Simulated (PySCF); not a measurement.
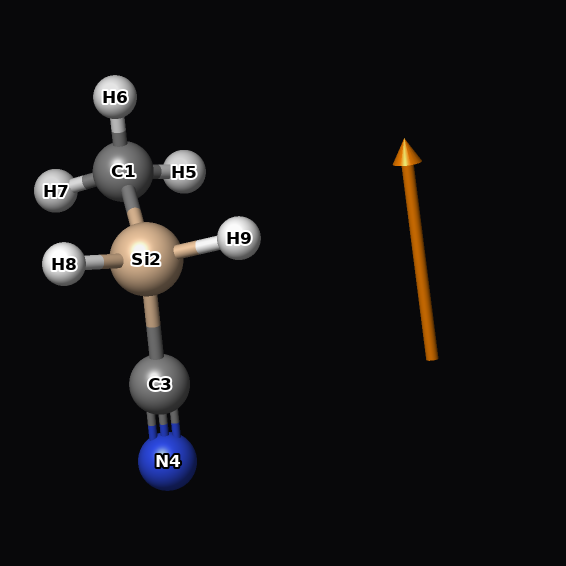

The arrow beside the molecule shows the direction of the dipole moment, from the negative to the positive end (its length means nothing). The geometry was computed by an optimisation with PBE0-D3(BJ)/def2-SVP. No frequency run is at hand to confirm it as a minimum. Level of theory: BHandHLYP/aug-pcX-1 (pcseg-1 on H) (def2-SVPD on Si), gas phase (PySCF 2.14.0).

### Estimate the dipole moment.

4.12 D; it points from the side of N4 to the side of H6 (the outermost atoms at the two ends).
